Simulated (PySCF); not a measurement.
System: C₃H₆F₂OSi (SMILES F/C=C/O[SiH2]CF).

```xyz
13

F     3.8155    0.8710   -0.3468
C     2.5450    0.5082   -0.5877
C     1.6679    0.4370    0.4014
O     0.3922    0.0767    0.1827
Si   -0.8578   -0.0776    1.2232
C    -2.2335   -0.6213    0.0188
F    -3.4099   -0.8098    0.7161
H     2.3523    0.2977   -1.6271
H     1.9559    0.6689    1.4179
H    -0.5872   -1.1054    2.2290
H    -1.1770    1.2004    1.8600
H    -2.4504    0.1256   -0.7494
H    -2.0174   -1.5709   -0.4776
```

Geometry: GFN2-xTB.

Level of theory: PySCF, PBE0/pcSseg-1, SCF density, gas phase, non-relativistic.

What can the converged electron density and electron localisation function tell about the bonding?

Answer. C–C (1.32 Å): ρ at the midpoint is about 2.4 e/Å³; the ELF peaks at about 0.95 between the atoms; a multiple bond.
C–F (1.34 Å): ρ at the midpoint is about 2.3 e/Å³; the ELF peaks at about 0.85 between the atoms (a shared but strongly polarised pair).
C–O (1.34 Å): ρ is about 2.3 e/Å³ halfway; the ELF peaks at about 0.90 between the atoms: a shared but strongly polarised pair.
Si–O (1.63 Å): ρ is about 1.1 e/Å³ halfway; the ELF peaks at about 0.85 between the atoms: a shared but strongly polarised pair.

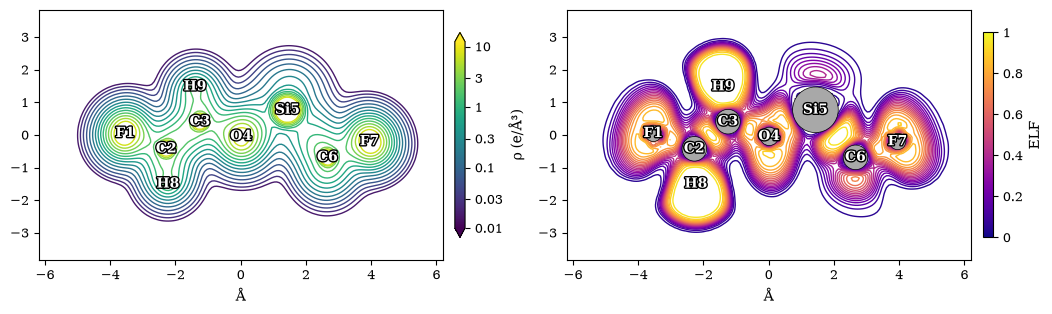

Computed electron density and electron localisation function on the plane of atoms C2, C3 and O4, in this order. Grey discs cover the atomic cores in the ELF map. 
